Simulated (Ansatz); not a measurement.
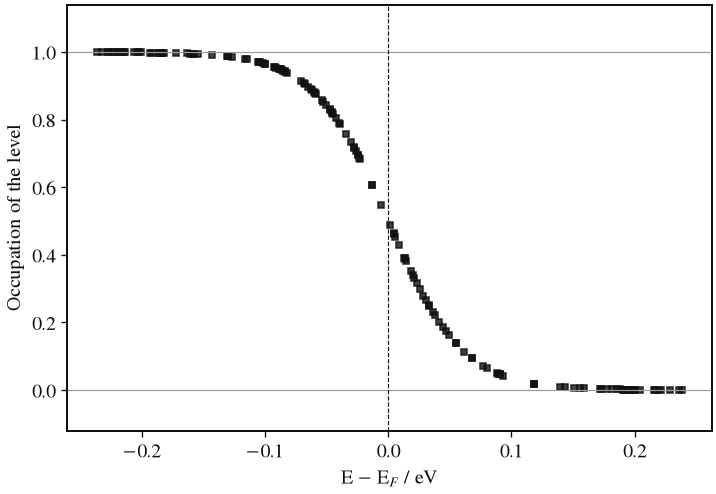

Occupations of the one-electron levels of the k mesh against their energy, from a run on Rb₂PtS₃, space group Immm (No. 71), 6 atoms in the cell, Li2TiO3-71 type type, with Ansatz.

> Which smearing scheme was used (Fermi-Dirac, Gaussian, Methfessel-Paxton or cold), and about what width?

Fermi-Dirac smearing with a width of 0.03 eV. The occupations stay between 0 and 1 and have long exponential tails; the slope at the Fermi level is 1/(4 × width).
